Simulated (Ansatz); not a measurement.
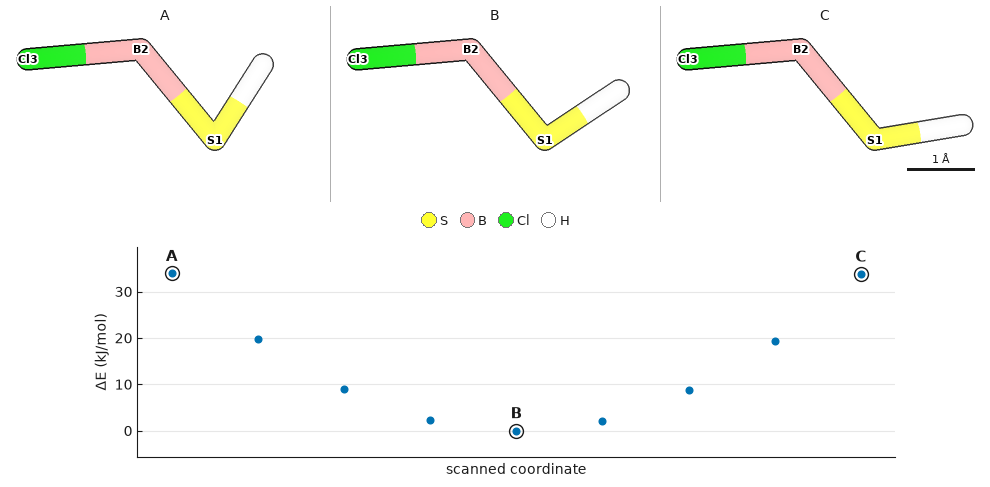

A scan of BHSCl (multiplicity 2) along one coordinate. Style: stick. Shown onto the plane of the angle.

Computed with Ansatz: PBE-D4, basis def2-TZVPP, on geometries moved rigidly from the minimum at PBE0-D4/def2-TZVP. Energies are counted from the PBE0-D4/def2-TZVP minimum geometry at the same level.

Q: Which coordinate changes from frame to frame?

A: The H–S–B angle is varied, with the rest of the molecule carried along rigidly. In the frames the angle is 72.3° (A), 96.3° (B), 120.3° (C). Of the computed points the lowest is at the angle 96.3°, 0.0 kJ/mol. At the ends of the scan the energy is 33.9 kJ/mol (72.3°) and 33.8 kJ/mol (120.3°). The curvature at the lowest point is about 4.2 eV/rad².
